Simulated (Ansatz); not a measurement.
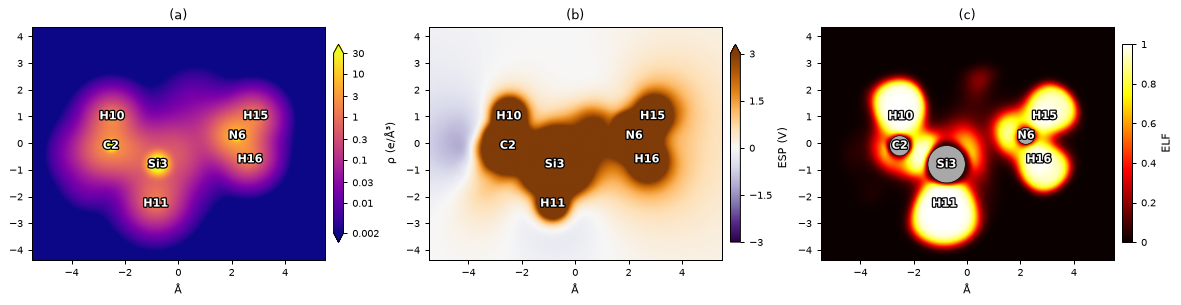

CH10N2OSi2 (SMILES NC[SiH](O)[SiH2]N). (a) total electron density; (b) molecular electrostatic potential; (c) ELF on the plane of atoms Si3, C2 and H10. Grey discs cover the atomic cores in the ELF map.

All numbers below come from RKS PBE0-D4/def2-SVP in Ansatz 0.2.0.

The calculation's input:

```
crystal:
  periodic: [false, false, false]
  atoms:
    - { symbol: "N", position_ang: [2.4958, -1.0721, -1.2726] }
    - { symbol: C, position_ang: [1.5817, 0.0475, -0.779] }
    - { symbol: Si, position_ang: [0.329, -0.5749, 0.4889] }
    - { symbol: O, position_ang: [-0.422, -1.8884, -0.0644] }
    - { symbol: Si, position_ang: [-1.1255, 1.1703, 0.9516] }
    - { symbol: "N", position_ang: [-2.5773, 1.0141, 0.0796] }
    - { symbol: H, position_ang: [1.8981, -1.786, -1.6468] }
    - { symbol: H, position_ang: [3.0226, -1.4185, -0.5242] }
    - { symbol: H, position_ang: [2.2182, 0.8534, -0.3059] }
    - { symbol: H, position_ang: [1.0497, 0.4883, -1.6024] }
    - { symbol: H, position_ang: [1.0828, -0.9882, 1.7509] }
    - { symbol: H, position_ang: [-1.1295, -1.7001, -0.7399] }
    - { symbol: H, position_ang: [-1.6004, 1.1995, 2.3709] }
    - { symbol: H, position_ang: [-0.5844, 2.5057, 0.624] }
    - { symbol: H, position_ang: [-3.1312, 1.832, 0.1896] }
    - { symbol: H, position_ang: [-3.1304, 0.2948, 0.524] }
basis:
  gaussian: { orbitals: def2-SVP }
hamiltonian:
  xc: pbe0
  dispersion: d4
relax:
  f_tol: 0.015
  max_steps: 40
output:
  orbitals: {}
```

Command:

```sh
ansatz run input.yaml --threads 2 --pin off --max-ram 3072MiB --backend cpu --events-out ev --progress --plain --runs-dir out
```

The fields are those of the relaxed geometry.

### What does the map show?

The section cuts through C, Si, N and H sites. C–Si (1.89 Å): the density is about 0.97 e/Å³ at the midpoint; the ELF peaks at about 0.95 between the atoms: a shared electron pair. N–H (1.02 Å): the density is about 2.7 e/Å³ at the midpoint; the ELF climbs to about 1 towards the hydrogen, as it does in any bond to H: an ordinary covalent bond to hydrogen. Outside the dense part of the molecule the potential is most negative (−1.2 V) near N1, which lies off the plane.
